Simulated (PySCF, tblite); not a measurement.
**FH₁₀NSi₄, a small molecule taken as a stand-in for a surface group: NMR shifts, core binding energies and electronic excitations, part 1 of 2**

Wanted: the NMR shifts, core binding energies and electronic excitations for `F[Si]([SiH3])([SiH3])N[SiH3]`.

Computed with tblite 0.8.0 and PySCF 2.14.0; each step states its level. No surroundings beyond the atoms listed, unless a continuum is named. Atoms count from 0, parts from 1.

## 1. The system as given

16 atoms, charge 0, multiplicity 1; geometry: distance geometry start.

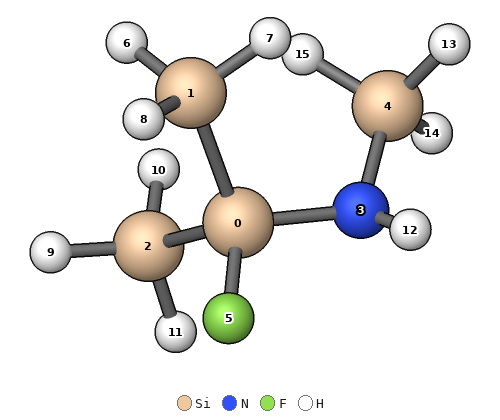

The starting geometry (silicon light orange, nitrogen blue, fluorine green, hydrogen white), atoms numbered.

## 2. Geometry optimisation with GFN2-xTB

Job settings and geometry (Å):

```
{"job": {"kind": "relax", "xc": "GFN2-xTB", "basis": "xTB"}, "charge": 0, "multiplicity": 1}
Si     0.941684    -0.020704    -0.761613
Si     3.147010     0.130750    -0.630207
Si     0.344774    -2.170101    -0.899711
N      0.171747     0.691837     0.721534
Si     0.758528     0.047022     2.307646
F      0.375995     0.793896    -2.133276
H      3.696411    -1.148043    -0.406601
H      3.477402     1.012681     0.398004
H      3.659665     0.643227    -1.869592
H      0.991837    -2.759876    -2.043612
H      0.758590    -2.842395     0.250338
H     -1.065847    -2.265259    -1.051149
H     -0.006677     1.694015     0.683572
H      1.449509     1.065984     3.030708
H     -0.344878    -0.414306     3.076483
H      1.692907    -1.001947     2.077037
```

With the program's defaults for keys left out, this is: GFN2-xTB geometry optimisation, gas phase.

Launch:

```bash
OMP_NUM_THREADS=1 python cluster_run.py task.json out
```

This one command runs all jobs of the session in turn.

The program printed:

```text
step      E/eV     max force
  0    -536.93381    2.555
  1    -537.23525    1.127
  2    -537.36379    0.582
  3    -537.39243    0.493
  4    -537.46070    0.617
  5    -537.51308    0.544
  6    -537.56408    0.562
  7    -537.60761    0.471
  8    -537.64569    0.411
  9    -537.66785    0.485
 10    -537.68901    0.399
 11    -537.70396    0.239
 12    -537.71098    0.187
 13    -537.71762    0.284
 14    -537.72510    0.333
 15    -537.73188    0.250
 16    -537.73685    0.151
 17    -537.74027    0.162
 18    -537.74339    0.191
 19    -537.74729    0.167
 20    -537.75149    0.155
 21    -537.75563    0.171
 22    -537.76011    0.221
 23    -537.76539    0.274
 24    -537.77145    0.244
 25    -537.77807    0.275
 26    -537.78454    0.228
 27    -537.78987    0.208
 28    -537.79368    0.168
 29    -537.79555    0.098
 30    -537.79656    0.179
 31    -537.79758    0.076
 32    -537.79915    0.131
 33    -537.80089    0.219
 34    -537.80380    0.267
 35    -537.80606    0.188
 36    -537.80724    0.073
 37    -537.80781    0.070
 38    -537.80836    0.106
 39    -537.80918    0.132
 40    -537.81027    0.126
 41    -537.81122    0.080
 42    -537.81168    0.037
 43    -537.81185    0.037
 44    -537.81200    0.037
 45    -537.81222    0.030
 46    -537.81247    0.035
 47    -537.81270    0.034
 48    -537.81285    0.024
 49    -537.81296    0.022
 50    -537.81304    0.021
 51    -537.81312    0.026
 52    -537.81320    0.035
 53    -537.81330    0.034
 54    -537.81340    0.025
 55    -537.81348    0.020
 56    -537.81352    0.013
 57    -537.81354    0.014
 58    -537.81357    0.016
 59    -537.81363    0.024
 60    -537.81371    0.026
 61    -537.81379    0.021
 62    -537.81384    0.012
 63    -537.81386    0.009
 64    -537.81387    0.011
 65    -537.81390    0.014
 66    -537.81394    0.015
 67    -537.81397    0.011
 68    -537.81398    0.007
```

Run time: 4.6 s. Hardware: 1 thread of Intel Xeon 6975P-C, shared host.

Step by step: (not every step is listed)

```
step  energy from step 0 (eV)  largest force (eV/Å)
   0                   0.0000                2.5551
   2                  -0.4300                0.5823
   4                  -0.5269                0.6168
   6                  -0.6303                0.5620
   8                  -0.7119                0.4113
  10                  -0.7552                0.3985
  12                  -0.7772                0.1872
  14                  -0.7913                0.3338
  16                  -0.8030                0.1512
  20                  -0.8177                0.1542
  24                  -0.8376                0.2437
  28                  -0.8599                0.1682
  32                  -0.8653                0.1315
  36                  -0.8734                0.0730
  40                  -0.8765                0.1260
  44                  -0.8782                0.0375
  48                  -0.8790                0.0240
  52                  -0.8794                0.0344
  56                  -0.8797                0.0123
  58                  -0.8798                0.0164
  60                  -0.8799                0.0262
  62                  -0.8800                0.0116
  64                  -0.8801                0.0112
  66                  -0.8801                0.0151
  68                  -0.8802                0.0073
```

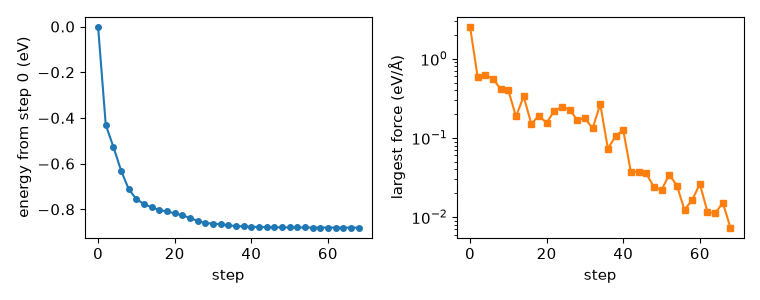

Energy and force, step by step.

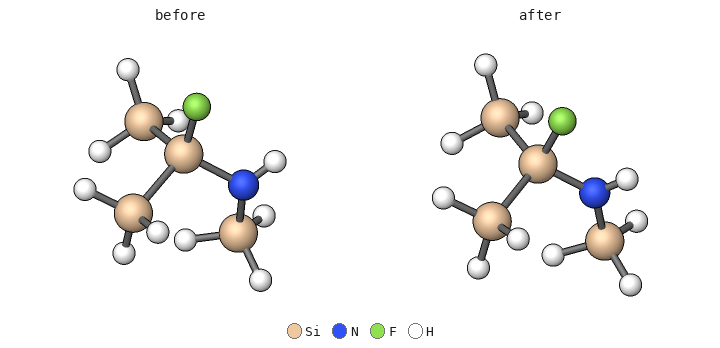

Before and after, at one scale.

Close pairs (by a distance rule), those that changed most:

```
   bond  before (Å)  after (Å)  change (Å)
Si0–Si1       2.214      2.320      +0.105
Si0–Si2       2.235      2.319      +0.084
 N3–Si4       1.810      1.726      -0.084
 Si0–N3       1.817      1.743      -0.074
 Si1–H7       1.394      1.468      +0.073
Si2–H10       1.395      1.468      +0.073
 Si1–H6       1.410      1.470      +0.060
 Si0–F5       1.693      1.638      -0.054
```

## 3. Geometry optimisation at PBE0-D3(BJ)/def2-SVP

Job settings and geometry (Å):

```
{"job": {"xc": "PBE0", "basis": "def2-SVP", "d3": "d3bj", "grid": 2, "kind": "geom", "shake": 0.01}, "charge": 0, "multiplicity": 1}
Si    -0.137535     0.227246    -0.819526
Si     2.116258     0.661292    -0.935075
Si    -1.092191    -1.852749    -1.180008
N     -0.787220     0.959003     0.622852
Si    -0.561212     0.564139     2.277145
F     -0.857503     1.235596    -1.941526
H      2.867285    -0.595209    -0.750024
H      2.641022     1.602295     0.078720
H      2.546144     1.209450    -2.210913
H     -0.491625    -2.473561    -2.358464
H     -0.775834    -2.746085    -0.038288
H     -2.521388    -1.902820    -1.350323
H     -1.497197     1.721004     0.453350
H     -0.005856     1.734657     2.986172
H     -1.835344     0.180080     2.908743
H      0.380745    -0.535652     2.279310
```

The program printed:

```text
step   0  E = -1317.52338080  max force = 0.032824
step   1  E = -1317.53645640  max force = 0.007828
step   2  E = -1317.53718413  max force = 0.002439
step   3  E = -1317.53745764  max force = 0.002062
step   4  E = -1317.53776222  max force = 0.002158
step   5  E = -1317.53810528  max force = 0.002362
step   6  E = -1317.53857571  max force = 0.003499
step   7  E = -1317.53937177  max force = 0.005271
step   8  E = -1317.53988127  max force = 0.003408
step   9  E = -1317.54142652  max force = 0.004841
step  10  E = -1317.54181707  max force = 0.004268
step  11  E = -1317.54220813  max force = 0.002400
step  12  E = -1317.54253458  max force = 0.003523
step  13  E = -1317.54280344  max force = 0.002201
step  14  E = -1317.54308165  max force = 0.001084
step  15  E = -1317.54315203  max force = 0.000808
step  16  E = -1317.54321580  max force = 0.000827
step  17  E = -1317.54324620  max force = 0.000681
step  18  E = -1317.54326820  max force = 0.000411
step  19  E = -1317.54327802  max force = 0.000282
optimisation converged
```

Wall time 3.5 min (1 thread of Intel Xeon 6975P-C, shared host); peak memory 0.79 GiB.

Relaxation path:

```
step  energy from step 0 (eV)  largest force component (eV/Å)
   0                   0.0000                          1.6879
   1                  -0.3558                          0.4025
   2                  -0.3756                          0.1254
   3                  -0.3831                          0.1060
   4                  -0.3913                          0.1110
   5                  -0.4007                          0.1215
   6                  -0.4135                          0.1799
   7                  -0.4351                          0.2710
   8                  -0.4490                          0.1752
   9                  -0.4910                          0.2489
  10                  -0.5017                          0.2195
  11                  -0.5123                          0.1234
  12                  -0.5212                          0.1812
  13                  -0.5285                          0.1132
  14                  -0.5361                          0.0557
  15                  -0.5380                          0.0415
  16                  -0.5397                          0.0425
  17                  -0.5406                          0.0350
  18                  -0.5412                          0.0211
  19                  -0.5414                          0.0145
```

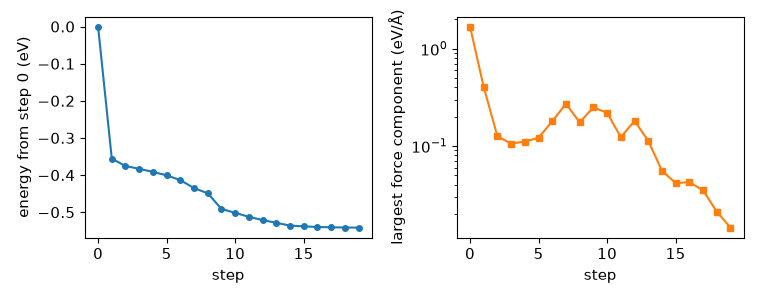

Energy and force, step by step.

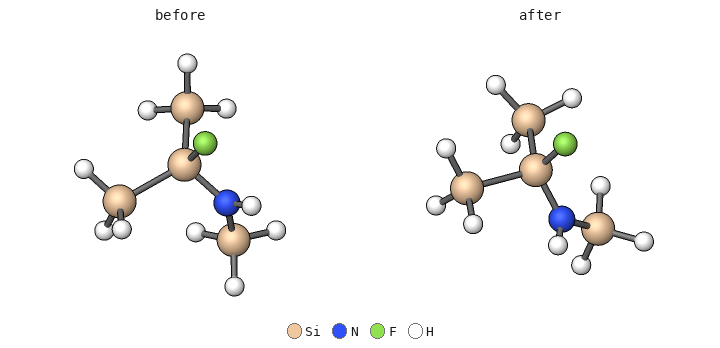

Before and after, at one scale.

Close pairs (by a distance rule), those that changed most:

```
   bond  before (Å)  after (Å)  change (Å)
Si2–H11       1.440      1.498      +0.058
Si0–Si1       2.298      2.349      +0.051
Si4–H15       1.448      1.492      +0.044
 Si1–H8       1.454      1.496      +0.043
 N3–H12       1.055      1.018      -0.037
 Si2–H9       1.461      1.494      +0.033
 N3–Si4       1.716      1.748      +0.032
 Si0–F5       1.672      1.642      -0.030
```

The end geometry stands in the next job.

```
                         at the end point                value
  point group (found at 0.08 Å tolerance)                   C1
rotational constants (GHz, main isotopes)  1.554, 0.954, 0.780
                        dipole moment (D)                 1.64
```

## 4. Nuclear shieldings: PBE0/pcSseg-1

Job settings and geometry (Å):

```
{"job": {"kind": "nmr", "xc": "PBE0", "basis": "pcSseg-1"}, "charge": 0, "multiplicity": 1}
Si    -0.302961     0.228848    -0.703142
Si     2.044265     0.272955    -0.629609
Si    -1.148252    -1.713852    -1.708749
N     -0.989678     0.368920     0.879296
Si    -0.304261     1.073158     2.324880
F     -0.758069     1.489590    -1.650784
H      2.545044    -0.653017     0.432816
H      2.574595     1.647910    -0.384746
H      2.546393    -0.206757    -1.955117
H     -0.780648    -1.779107    -3.155726
H     -0.578683    -2.909396    -1.011754
H     -2.639825    -1.758018    -1.580907
H     -1.966790     0.091241     0.949636
H     -1.063417     2.278749     2.777452
H     -0.283995     0.092374     3.452395
H      1.095298     1.465069     1.986249
```

Method: GIAO PBE0/pcSseg-1 NMR shielding, non-relativistic, gas phase.

The program printed:

```text
coarse grid: 14848 points
cycle   1  E = -1317.8532900553  dE = -2.005e-02  |g| = 6.473e-01  |ddm| = 3.539e+00
cycle   2  E = -1317.7538202338  dE =  9.947e-02  |g| = 1.014e+00  |ddm| = 1.336e+00
cycle   3  E = -1317.9275587631  dE = -1.737e-01  |g| = 5.195e-02  |ddm| = 8.961e-01
cycle   4  E = -1317.9279309472  dE = -3.722e-04  |g| = 2.694e-02  |ddm| = 7.406e-02
cycle   5  E = -1317.9280399648  dE = -1.090e-04  |g| = 1.063e-02  |ddm| = 2.689e-02
cycle   6  E = -1317.9280649347  dE = -2.497e-05  |g| = 1.424e-03  |ddm| = 1.132e-02
cycle   7  E = -1317.9280654503  dE = -5.156e-07  |g| = 2.849e-04  |ddm| = 2.237e-03
final grid: 124024 points
cycle   8  E = -1317.9625213432  dE = -1.491e-05  |g| = 4.745e-03  |ddm| = 1.472e-02
cycle   9  E = -1317.9625151910  dE =  6.152e-06  |g| = 7.051e-03  |ddm| = 8.551e-03
cycle  10  E = -1317.9625256241  dE = -1.043e-05  |g| = 5.088e-04  |ddm| = 5.426e-03
cycle  11  E = -1317.9625256625  dE = -3.839e-08  |g| = 1.915e-04  |ddm| = 5.530e-04
cycle  12  E = -1317.9625256678  dE = -5.315e-09  |g| = 4.115e-05  |ddm| = 1.683e-04
cycle  13  E = -1317.9625256681  dE = -2.774e-10  |g| = 9.073e-06  |ddm| = 4.832e-05
converged SCF energy = -1317.9625256681

GIAO shielding tensors (ppm)
atom      isotropic    diamagn.    paramagn.     s11        s22        s33       span
  0 Si     327.467     879.249    -551.782    300.592    325.970    355.839     55.247
  1 Si     460.608     881.651    -421.043    455.532    461.798    464.493      8.961
  2 Si     459.241     881.031    -421.789    449.240    458.641    469.843     20.603
  3 N      219.686     327.169    -107.483    171.310    238.535    249.214     77.904
  4 Si     400.509     879.013    -478.504    361.286    376.505    463.736    102.450
  5 F      316.766     470.795    -154.030    233.060    303.115    414.122    181.063
  6 H       27.817      30.520      -2.703     24.824     26.254     32.373      7.549
  7 H       27.437      29.852      -2.415     24.148     25.579     32.585      8.438
  8 H       27.816      29.672      -1.856     24.494     25.979     32.974      8.480
  9 H       27.742      29.054      -1.312     24.457     25.657     33.113      8.656
 10 H       27.982      29.842      -1.861     25.037     26.333     32.575      7.538
 11 H       27.813      29.314      -1.501     24.508     25.933     32.999      8.490
 12 H       30.163      32.436      -2.273     21.740     28.822     39.927     18.187
 13 H       26.410      27.681      -1.272     22.681     24.399     32.150      9.469
 14 H       26.588      28.403      -1.815     22.986     24.659     32.120      9.134
 15 H       26.617      29.963      -3.346     22.558     27.804     29.490      6.932
```

Run time: 26 s. Hardware: 1 thread of Intel Xeon 6975P-C, shared host; peak memory 0.91 GiB.

The references, computed at this level on geometries of the same kind, shield at (ppm): $^{1}$H TMS 31.27, $^{29}$Si TMS 352.0, $^{19}$F CFCl3 177.2, $^{15}$N NH3 265.7. Their shielding less the atom's gives the shift. The references are single molecules in the gas phase, so shifts against H2O, NH3, PH3, H3PO4 or CFCl3 are not on the usual liquid scales and can be off by tens of ppm.

```
atoms                            environment  σ (ppm)  δ (ppm)
  H13      hydrogen on a silicon bonded to N    26.41     4.86
  H14      hydrogen on a silicon bonded to N    26.59     4.68
  H15      hydrogen on a silicon bonded to N    26.62     4.65
   H7     hydrogen on a silicon bonded to Si    27.44     3.83
   H9     hydrogen on a silicon bonded to Si    27.74     3.52
  H11     hydrogen on a silicon bonded to Si    27.81     3.45
   H8     hydrogen on a silicon bonded to Si    27.82     3.45
   H6     hydrogen on a silicon bonded to Si    27.82     3.45
  H10     hydrogen on a silicon bonded to Si    27.98     3.29
  H12  hydrogen on a nitrogen bonded to 2 Si    30.16     1.10
  Si0           silicon bonded to F, N, 2 Si    327.5     24.5
  Si4               silicon bonded to N, 3 H    400.5    -48.5
  Si2              silicon bonded to Si, 3 H    459.2   -107.2
  Si1              silicon bonded to Si, 3 H    460.6   -108.6
   N3             nitrogen bonded to 2 Si, H    219.7     46.0
   F5                  fluorine bonded to Si    316.8   -139.5
```

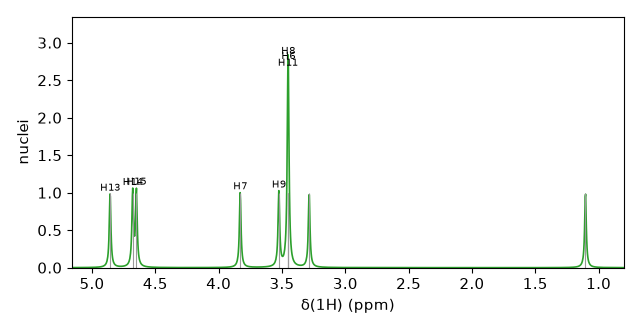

$^{1}$H lines at the computed shifts, without couplings. Lines are broadened to a width of 0.02 ppm (Lorentzian).

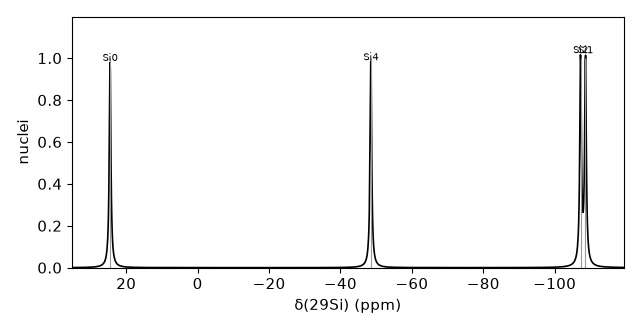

$^{29}$Si lines at the computed shifts, without couplings. Lines are broadened to a width of 0.53 ppm (Lorentzian).

The run also stored atomic charges by several schemes (e):

```
atoms  Mulliken    IAO  Hirshfeld  ESP fit
  Si0      0.78   0.90       0.31     0.56
  Si1      0.08   0.23       0.20     0.10
  Si2      0.13   0.23       0.20     0.04
   N3     -0.85  -0.91      -0.32    -0.77
  Si4      0.62   0.74       0.36     0.56
   F5     -0.42  -0.54      -0.22    -0.30
```

Mulliken charges:

Si0 0.78; Si1 0.08; Si2 0.13; N3 -0.85; Si4 0.62; F5 -0.42; H6 -0.05; H7 -0.03; H8 -0.05; H9 -0.05; H10 -0.06; H11 -0.06; H12 0.24; H13 -0.09; H14 -0.10; H15 -0.09

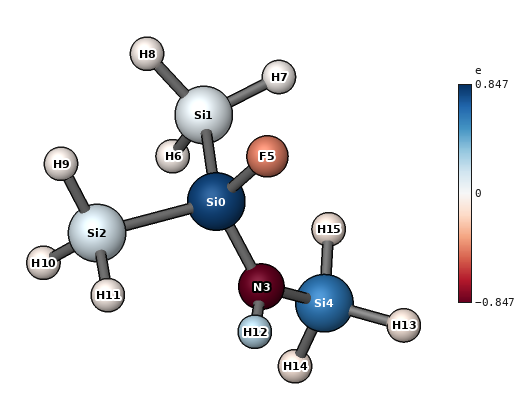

Mulliken charges, as colours on the atoms.

Mayer bond orders: Si0–Si1 0.89, Si0–Si2 0.89, Si0–N3 0.97, N3–Si4 0.94, Si0–F5 0.90.

The fields below are evaluated on a grid from the run's orbitals.

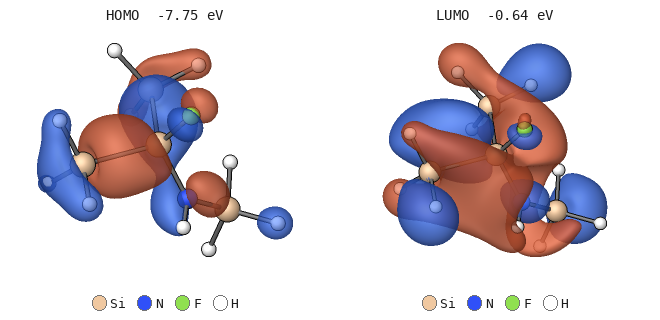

PBE0/pcSseg-1 orbitals near the gap, drawn at the value that encloses 70 % of each; the two colours are the two signs.

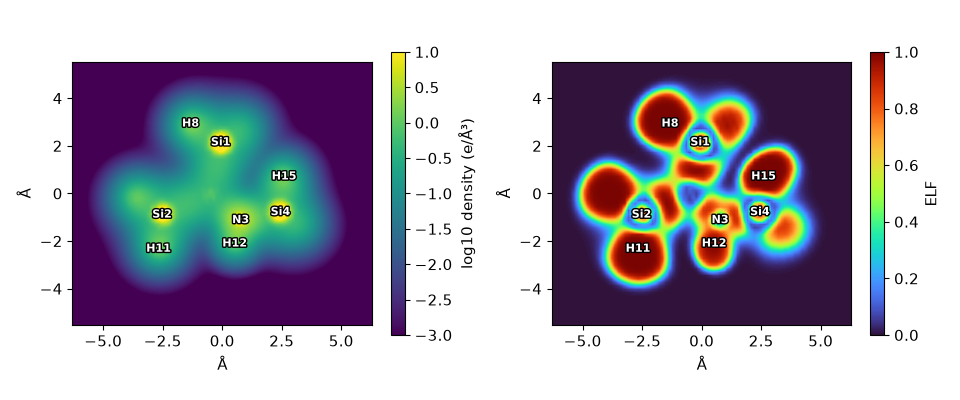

Density (left) and ELF (right) in a plane through or near 8 of the atoms.

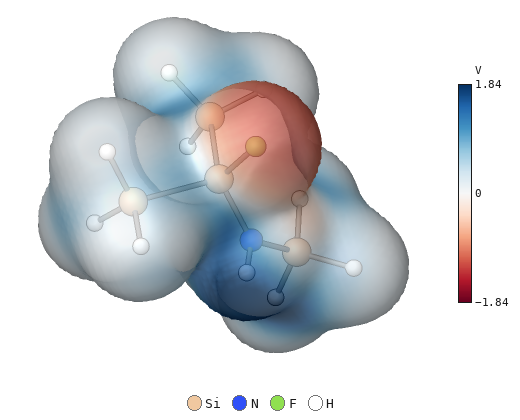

The potential that a unit positive charge feels on the 0.002 e/bohr³ surface, from -1.13 V near F5 to 1.84 V near H12.

(Continued in part 2 of 2.)
